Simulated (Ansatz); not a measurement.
# MoPb2 (built on the sites of a database entry of Ge2Mo): from the cell to its phonons, part 2 of 2

How does MoPb2 (built on the sites of a database entry of Ge2Mo) vibrate, and is this structure a minimum?

Ansatz 0.2.0; DFT PBEsol, scalar-relativistic, plane waves, PAW.

So far. Step 4 (Relaxing to small forces for the phonons): The largest force component left is 0.63 meV/Å and the pressure is 0.000 GPa, within the tolerances set. The cell now holds 21.51 Å³/atom. Step 5 (Linear response at the zone centre): Before it was imposed, the acoustic sum rule was missed by 6.6e-5 eV/Å². Small misses are needed for a sound result but don't prove that mesh and cutoff are converged. The relaxed cell has a = 3.639, c = 9.747 Å (conventional setting).

The structure was built from a prototype and need not be the compound's stable phase.

### 6. Response at finite wavevector

Stability and thermal properties need the whole zone. Linear response on a 2×2×2 q mesh gives force constants as far as a supercell of that size would.

input.yaml

```yaml
crystal:
  lattice:
    - [-1.8193535134, 1.8193535134, 4.8736973604]
    - [1.8193535134, -1.8193535134, 4.8736973604]
    - [1.8193535134, 1.8193535134, -4.8736973604]
  atoms:
    - { symbol: Pb, position: [0.6541899867, 0.6541899867, 0.0] }
    - { symbol: Pb, position: [0.3458100133, 0.3458100133, 0.0] }
    - { symbol: Mo, position: [0.0, 0.0, 0.0] }
kpoints:
  mp_grid: { grid: [16, 16, 16] }
hamiltonian:
  xc: pbesol
scf:
  occupations: { method: methfessel_paxton, width: 0.2 }
output:
  eigenvalues: true
phonons:
  method: dfpt
  qmesh: [2, 2, 2]
  temperatures: { t_max: 1000, t_step: 50 }
  qpath:
    path:
      - [[0.0, 0.0, 0.0], [0.0, 0.0, 0.5], [0.25, 0.25, 0.25], [0.0, 0.5, 0.0], [0.0, 0.0, 0.0], [0.5, 0.5, -0.5], [0.28483831, 0.71516169, -0.28483831]]
      - [[-0.28483831, 0.28483831, 0.28483831], [0.0, 0.0, 0.0]]
      - [[0.0, 0.0, 0.5], [-0.06967662, 0.06967662, 0.5]]
      - [[0.5, 0.5, -0.06967662], [0.5, 0.5, -0.5]]
    npoints: 10
```

Launch:

```
$ ansatz run input.yaml --threads 8 --pin off --max-ram 14336MiB --backend cpu --events-out ev --progress --plain --runs-dir out
```

Numbers of over 12 decimals in the logs are rounded to 6 here.

Output:

```text
Warning: phonons: the dynamical matrix that this run interpolates holds no multipole term above the dipole-dipole one, and a site of this crystal is no centre of inversion, so its interpolated transverse optical and acoustic branches and sound speeds can stay off near Gamma, and the density of states and the thermodynamics with them. What a run solves at a wave vector of phonons.qpoints, Gamma apart, where the deck admits one, is free of this, and under fd what a larger phonons.supercell samples
[...]
Crystal: 3 atoms, lattice volume = 64.529 Å³
Basis set: ecut = 420 eV, 1269 PW (Γ), exchange–correlation on 80×80×80 points (8 copies of the dense FFT grid, shifted against one another)
Bands: 26, of which v1, the nominal top of the filled ones, is band 21 counted from 1 (20 counted from 0)
Symmetry: 16 space group operations
k-points: 349 of 4096
[...]
SCF iter   1: F=—  HF=-28405.549688 eV  |F-HF|=—  |Δ(HF+E_count)|=         —  Δρ=9.33e-3  dr2=9.57e-2  ethr=1.77e-3  ⟨swp⟩=6.2  Hψ=39669  notcnv=0
[...]
SCF iter  10: F=-28405.533897 eV  HF=-28405.533897 eV  |F-HF|=7.28e-12  |Δ(HF+E_count)|=  1.09e-11  S|Δr|=    0.00e0  Δρ=4.01e-8  dr2=1.19e-12  ethr=1.00e-12  ⟨swp⟩=7.7  Hψ=48968  notcnv=0
SCF 1 converged in 10 iterations: F = -28405.533897 eV  dr2 = 1.19e-12
[...]
SCF iter   3: F=-28405.533897 eV  HF=-28405.533897 eV  |F-HF|=3.64e-12  |Δ(HF+E_count)|=  1.09e-11  S|Δr|=    0.00e0  Δρ=5.30e-8  dr2=1.00e-12  ethr=1.00e-12  ⟨swp⟩=1.0  Hψ=19544  notcnv=0
SCF 2 converged in 3 iterations: F = -28405.533897 eV  dr2 = 1.00e-12
phonons: the bands overlap, so this run is a metal and interpolates without the dipole-dipole term. If the crystal is really an insulator or semiconductor, its LO-TO splitting is missing
NSCF: frozen V_eff on 349 k-points
WARN: eigensolver did not converge in 9 slots of this pass, the one above among them; of largest residual over every band (k=338): 1 band(s) unlocked (lowest unlocked band 25, counted from 0; max residual 1.32e-4 eV among the unlocked bands, 1.32e-4 eV over every band); of lowest unlocked band (k=106): band 25
[...]
DFPT response loops at q = (0, 0, 0) (fractional): preconditioner auto → Kerker (q_TF=auto, 2.540 Å⁻¹) (partly filled bands, converged f_vac=0.000); β = 1.00, the filter's whole step (`scf.mixing.beta` (0.50) is not read by the response loops under this deck's `scf.mixing.preconditioner`; to damp them name `kerker` or `kerker_dos`, under which they read `scf.mixing.beta`, and type it under 1.00, their step now; both keys bind the ground state too); Broyden in place of MSR1
[...]
SCF converged after 10 iterations
[...]
Free energy (F): -28405.533897 eV
[...]
Internal energy: -28405.532497 eV  (E = F + TS)
E sigma→0 (E₀):  -28405.533547 eV
Entropy (-TS):   -0.001400 eV (-0.467 meV/atom)
Fermi energy:    15.592789 eV
[...]
--- Band table (eV; the first three rows and the last of 349) ---
  k-point 0: bands = [... 17 lower, 13.8130, 14.2433, 14.2433, 15.8893, 17.3017, 18.8740, 19.4366, 19.4366, ... 1 higher]
  k-point 1: bands = [... 17 lower, 13.8248, 14.1137, 14.4099, 15.7058, 17.2910, 18.0109, 18.8705, 19.3646, ... 1 higher]
  k-point 2: bands = [... 17 lower, 13.7499, 13.8642, 14.8367, 15.1442, 16.9114, 17.2670, 18.2369, 19.0779, ... 1 higher]
  k-point 348: bands = [... 17 lower, 14.9139, 15.1355, 15.1355, 15.8856, 16.1802, 16.1802, 17.0398, 18.7074, ... 1 higher]
--- Phonons (Γ-DFPT): 4 representative perturbations + reference (Σ response iterations 12) ---
  ASR residual: 6.683e-5 → 0.000e0 eV/Å²; symmetrization residual: 1.936e-5 eV/Å²
  ASR residual per site (eV/Å²): 6.68e-5 6.68e-5 6.67e-5
  Γ frequencies (cm⁻¹): 0.00 0.00 0.00 98.65 98.65 100.26 141.12 141.12 150.47
--- Phonons (arbitrary-q DFPT): 4 irreducible q on the 2×2×2 mesh ---
  q = [0.0000, 0.0000, 0.0000] (star 1, of the zone-centre solve; hermiticity 4.14e-6, symmetrization 1.09e-13): -0.00 -0.00 0.00 98.65 98.65 100.26 141.12 141.12 150.47
  q = [0.0000, 0.0000, -0.5000] (star 2, 4 solved perturbations in 3438 linear systems a pass and spin channel, the states on 1098 of 4096 k-point pairs; hermiticity 2.69e-6, symmetrization 2.35e-13): 67.30 70.84 82.00 82.01 114.80 125.03 130.54 152.00 166.11
  q = [0.0000, -0.5000, 0.0000] (star 4, 6 solved perturbations on 1098 of 4096 k-point pairs; hermiticity 3.33e-6, symmetrization 1.03e-13): 60.97 74.76 75.71 87.10 113.97 118.79 130.21 134.08 162.78
[...]
sum rule: each row above includes the acoustic sum rule's correction from the zone centre's row sums; it moved no ω² by more than (0.43 cm⁻¹)²
  mesh force constants: q→R imaginary residual 7.97e-18; ASR residual 6.683e-5 → 0.000e0 eV/Å²; symmetrization residual 2.665e-15 eV/Å²
  interpolated dispersion: 94 rows × 9 modes
  density of states and harmonic sums: on the 18×18×24 q-mesh, interpolated from the force constants of a 2×2×2 supercell (no non-analytic term)
  largest difference from the sums on the solved wave vectors: F 9.91e-2 eV, S 1.31e-4 and C_V 3.23e-5 eV/K
  zero-point energy: 0.058695 eV/cell   skipped modes (ω ≤ 0): 3   left out of the sums: 4.29e-5 of the cell's modes: C_V's classical limit lies that fraction below 3 k_B per atom; for a crystal, a wire or a layer, F and S can be off by more, and a phonons.interpolated_qmesh denser along its periods is the remedy for the sampling
```

Elapsed: 4.5 min, on 8 threads of Intel Xeon 6975P-C (Granite Rapids), shared host; peak memory 4.6 GiB.

Numbers from this step:

```yaml
sum_rule_residual_before_enforcement: 6.68e-5 eV/Å²
lowest_frequency_on_the_path: 0 cm⁻¹
highest_frequency_on_the_path_or_at_a_solved_wavevector: 166.1 cm⁻¹
mean_frequency: 105.2 cm⁻¹
debye_temperature_second_moment: 206 K
logarithmic_mean_frequency: 98.4 cm⁻¹
lowest_mode_on_the_q_mesh_acoustic_modes_at_gamma_apart: 58.47 cm⁻¹
zero_point_energy_per_atom: 19.57 meV
heat_capacity_at_300_k: 24.36 J/(mol atoms K)
vibrational_entropy_at_300_k: 43.98 J/(mol atoms K)
```

Frequencies (cm⁻¹) solved at each irreducible wavevector; negative means imaginary. Frequencies by wavevector, by row:

```csv
q in reciprocal lattice units,star,mode 1,mode 2,mode 3,mode 4,mode 5,mode 6,mode 7,mode 8,mode 9
0 0 0,1,0,0,0,98.7,98.7,100.3,141.1,141.1,150.5
0 0 -0.5,2,67.3,70.8,82,82,114.8,125,130.5,152,166.1
0 -0.5 0,4,61,74.8,75.7,87.1,114,118.8,130.2,134.1,162.8
-0.5 -0.5 -0.5,1,58.5,58.5,75.3,81.4,81.4,127,145.9,153.5,153.5
```

Interpolated from a 2×2×2 q mesh, rough between the solved points. The phonon branches at the labelled points (cm⁻¹):

```csv
point,branch 1,branch 2,branch 3,branch 4,branch 5,branch 6,branch 7,branch 8,branch 9
Γ,0,0,0,99,99,100,141,141,150
X,67,71,82,82,115,125,130,152,166
P,74,75,75,79,120,120,131,160,160
N,61,75,76,87,114,119,130,134,163
Γ,0,0,0,99,99,100,141,141,150
M,58,58,75,81,81,127,146,154,154
S,44,71,88,92,113,123,133,133,161
jump to S0,44,71,88,92,113,123,133,133,161
Γ,0,0,0,99,99,100,141,141,150
jump to X,67,71,82,82,115,125,130,152,166
R,70,72,81,88,114,124,127,153,165
jump to G′,70,72,81,88,114,124,127,153,165
M,58,58,75,81,81,127,146,154,154
```

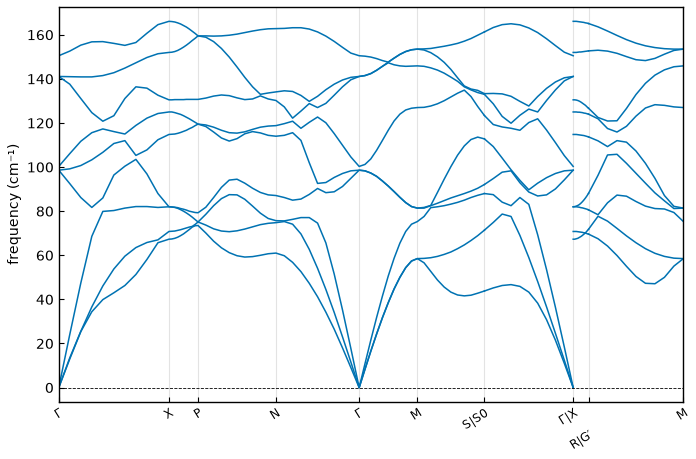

Phonon branches along the path.

The phonon density of states has structure finer than the step of the table below, so its rows give means over 10 cm⁻¹, whole bins alone (the curve runs from 1 to 167 cm⁻¹). Peaks (cm⁻¹: height): 87.0: 0.110, 119.0: 0.151, 129.0: 0.117, 161.0: 0.127.

Tetrahedra on a 18×18×24 mesh, mean over bins of 2 cm-1. Interpolated from a 2×2×2 q mesh, rough between the solved points. The phonon density of states by wavenumber; means over each step:

```csv
wavenumber (cm⁻¹),phonon density of states (1/cm⁻¹/cell)
10,5.7e-4
20,0.00259
30,0.00698
40,0.0241
50,0.0536
60,0.0501
70,0.0587
80,0.0936
90,0.0801
100,0.0612
110,0.0665
120,0.103
130,0.102
140,0.0525
150,0.0538
160,0.0885
```

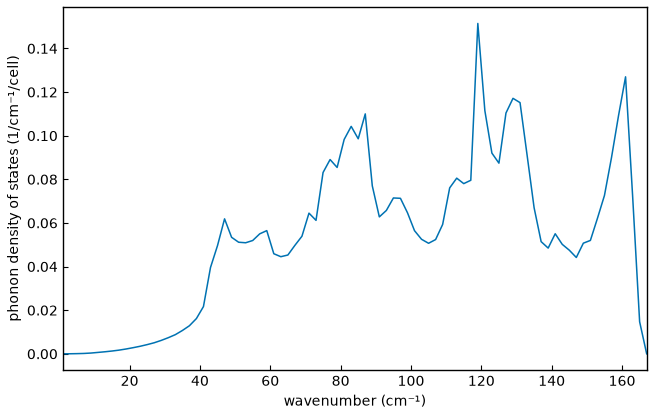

Phonon density of states against wavenumber.

The partial phonon density of states has structure finer than the step of the table below, so its rows give means over 20 cm⁻¹, whole bins alone (the curve runs from -10 to 181 cm⁻¹). Peaks (cm⁻¹: height): Mo 119.7: 0.0557, 159.3: 0.0704; Pb 84.9: 0.0861, 119.7: 0.0624, 129.3: 0.0648, 159.3: 0.0352.

Phonopy on the run's constants, 17x17x21 mesh, Gaussian sigma 2.0 cm-1. Interpolated from a 2×2×2 q mesh, rough between the solved points. The partial phonon density of states by wavenumber; means over each step; values in 1/cm⁻¹/cell:

```csv
wavenumber (cm⁻¹),Mo,Pb
0,1.9e-5,8.6e-5
20,4.9e-4,0.00246
40,0.00302,0.0251
60,0.00448,0.0465
80,0.0130,0.0733
100,0.0141,0.0478
120,0.0406,0.0568
140,0.0348,0.0278
160,0.0395,0.0205
```

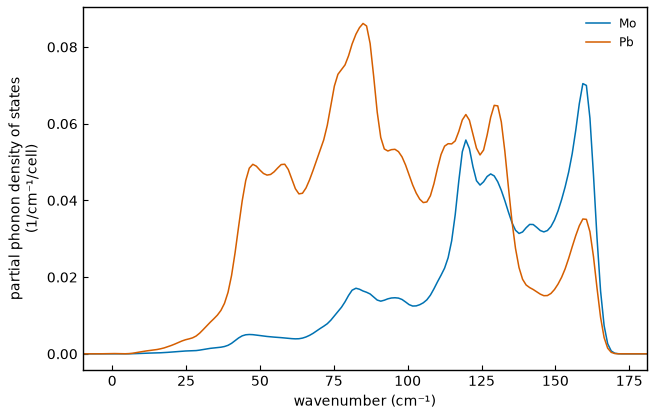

Partial phonon density of states against wavenumber.

Harmonic thermodynamic functions per atom, from the density of states. Interpolated from a 2×2×2 q mesh, rough between the solved points. Thermodynamic functions, by row:

```csv
T (K),F_vib (meV/atom),S (J/mol-atom/K),C_V (J/mol-atom/K)
0,19.57,0,0
50,18.43,6.999,12.62
100,11.64,18.72,20.43
200,-16.52,34.22,23.67
300,-57.36,43.98,24.36
400,-106.8,51.02,24.61
500,-162.6,56.53,24.73
600,-223.6,61.05,24.8
700,-288.9,64.87,24.84
800,-357.9,68.19,24.86
900,-430.1,71.12,24.88
1000,-505.2,73.74,24.89
```

Harmonic mean-square displacement, third of the trace. Interpolated from a 2×2×2 q mesh, rough between the solved points. Mean square displacements, by row:

```csv
T (K),Pb1 U_eq (Å²),Pb2 U_eq (Å²),Mo3 U_eq (Å²)
0,0.001,0.001,0.00153
100,0.00228,0.00228,0.00265
300,0.00635,0.00635,0.0069
600,0.01261,0.01261,0.01358
```

Symmetry leaves 4 wavevectors to solve. The lowest mode among them, the acoustic zeros apart, lies at q = (-0.5, -0.5, -0.5) and is real, 58.5 cm⁻¹.

### 7. Another isotope, element Mo, natural mass 95.95 amu

An isotope changes the mass and not the force constants, so no new electronic calculation is needed; the shifts show which modes move this element.

The same force constants with the mass of Mo changed from 95.950 to 99.907 u (phonopy, no LO-TO term). Both lists are sorted by frequency; levels can cross, so a row need not hold one and the same mode. Modes under 3 cm⁻¹ are left out. Isotope shifts, by row:

```csv
q,rank,natural mass (cm⁻¹),changed mass (cm⁻¹)
0 0 0,4,98.65,98.63
0 0 0,5,98.65,98.65
0 0 0,6,100.3,98.65
0 0 0,7,141.1,138.8
0 0 0,8,141.1,138.8
0 0 0,9,150.5,150.5
0 0 -0.5,1,67.3,67.09
0 0 -0.5,2,70.84,70.48
0 0 -0.5,3,82,80.76
0 0 -0.5,4,82.01,82.01
0 0 -0.5,5,114.8,114.4
0 0 -0.5,6,125,125
0 0 -0.5,7,130.5,130.5
0 0 -0.5,8,152,149.4
0 0 -0.5,9,166.1,163.4
0 -0.5 0,1,60.97,60.97
0 -0.5 0,2,74.76,74.47
0 -0.5 0,3,75.71,75.71
0 -0.5 0,4,87.1,87.1
0 -0.5 0,5,114,112.7
0 -0.5 0,6,118.8,116.4
0 -0.5 0,7,130.2,130.2
0 -0.5 0,8,134.1,132.3
0 -0.5 0,9,162.8,160.8
-0.5 -0.5 -0.5,1,58.47,58.47
-0.5 -0.5 -0.5,2,58.47,58.47
-0.5 -0.5 -0.5,3,75.31,74.79
-0.5 -0.5 -0.5,4,81.37,81.06
-0.5 -0.5 -0.5,5,81.37,81.06
-0.5 -0.5 -0.5,6,127,127
-0.5 -0.5 -0.5,7,145.9,144
-0.5 -0.5 -0.5,8,153.5,151
-0.5 -0.5 -0.5,9,153.5,151
```

A mode of this element alone would shift by -2.00 %. The highest zone-centre frequency without the field goes from 150.5 to 150.5 cm⁻¹ (+0.0 %). The product of the frequency ratios over all optical modes at Γ is 0.952; the product rule, (m/m′)^(3k/2) (M′/M)^(3/2) with k = 1 such atoms and M the mass of the cell, gives 0.952.

### 8. Another isotope, element Pb, natural mass 207.2 amu

The same for Pb, from 207.20 to 203.97 u.

The same force constants with the mass of Pb changed from 207.200 to 203.973 u (phonopy, no LO-TO term). Both lists are sorted by frequency; levels can cross, so a row need not hold one and the same mode. Modes under 3 cm⁻¹ are left out. Isotope shifts, by row:

```csv
q,rank,natural mass (cm⁻¹),changed mass (cm⁻¹)
0 0 0,4,98.65,99.42
0 0 0,5,98.65,99.42
0 0 0,6,100.3,100.4
0 0 0,7,141.1,141.3
0 0 0,8,141.1,141.3
0 0 0,9,150.5,151.7
0 0 -0.5,1,67.3,67.75
0 0 -0.5,2,70.84,71.26
0 0 -0.5,3,82,82.15
0 0 -0.5,4,82.01,82.65
0 0 -0.5,5,114.8,115.5
0 0 -0.5,6,125,126
0 0 -0.5,7,130.5,131.6
0 0 -0.5,8,152,152.2
0 0 -0.5,9,166.1,166.3
0 -0.5 0,1,60.97,61.45
0 -0.5 0,2,74.76,75.24
0 -0.5 0,3,75.71,76.31
0 -0.5 0,4,87.1,87.78
0 -0.5 0,5,114,114.4
0 -0.5 0,6,118.8,118.8
0 -0.5 0,7,130.2,131.2
0 -0.5 0,8,134.1,134.4
0 -0.5 0,9,162.8,163.3
-0.5 -0.5 -0.5,1,58.47,58.93
-0.5 -0.5 -0.5,2,58.47,58.93
-0.5 -0.5 -0.5,3,75.31,75.7
-0.5 -0.5 -0.5,4,81.37,81.89
-0.5 -0.5 -0.5,5,81.37,81.89
-0.5 -0.5 -0.5,6,127,128
-0.5 -0.5 -0.5,7,145.9,146.3
-0.5 -0.5 -0.5,8,153.5,153.7
-0.5 -0.5 -0.5,9,153.5,153.7
```

A mode of this element alone would shift by +0.79 %. The highest zone-centre frequency without the field goes from 150.5 to 151.7 cm⁻¹ (+0.8 %). The product of the frequency ratios over all optical modes at Γ is 1.028; the product rule, (m/m′)^(3k/2) (M′/M)^(3/2) with k = 2 such atoms and M the mass of the cell, gives 1.028.

### 9. Summary of results

| Quantity | Value |
| --- | --- |
| space group after relaxation (within 0.01 Å) | I4/mmm |
| volume per atom | 21.5 Å³ |
| electronic character | no gap on this mesh |
| highest optical mode at the zone centre (no LO-TO term) | 150 cm⁻¹ |
| lowest optical zone-centre mode | 98.7 cm⁻¹ |
| lowest mode on the q mesh (acoustic modes at Γ apart) | 58.5 cm⁻¹ |
| highest frequency on the path or at a solved wavevector | 166 cm⁻¹ |
| zero-point energy per atom | 19.6 meV |
| heat capacity at 300 K | 24.4 J/(mol atoms K) |
| vibrational entropy at 300 K | 44.0 J/(mol atoms K) |
| Debye temperature (second moment) | 206 K |
| imaginary modes on the 2×2×2 q mesh | none |

What this shows: The structure is a minimum as far as tested: no mode is imaginary at the 4 irreducible wavevectors of the 2×2×2 mesh, and the softest away from the acoustic zeros lies at 58 cm⁻¹. The optical modes at Γ span 99 to 150 cm⁻¹. The highest mode in this list at Γ, 150.5 cm⁻¹, is mostly motion of Pb (100 % of the kinetic energy). The q mesh stands for a supercell only 7.3 Å across, so branches between the solved wavevectors are rough. With no gap, or one that is small against the smearing, the frequencies hang on the k mesh and the smearing, most of all near Kohn anomalies. Spin-orbit coupling is left out, which can matter for the heavy elements here. A phonon run warned that its eigensolver left some bands unconverged in a pass. The starting cell was built on a prototype and not taken from a measurement, so the phase need not exist. These are harmonic frequencies at zero temperature: anharmonic shifts, linewidths and thermal expansion are left out.

[Logs are printed without paths, hosts, clocks, repeated set-up lines and the standing remarks that a program may print on its own settings, such as how far it seeks lower states.]

[Hosts, paths, dates, database ids (printed as entryN), source tags and the programs' standing remarks are cut or masked in the printed files.]
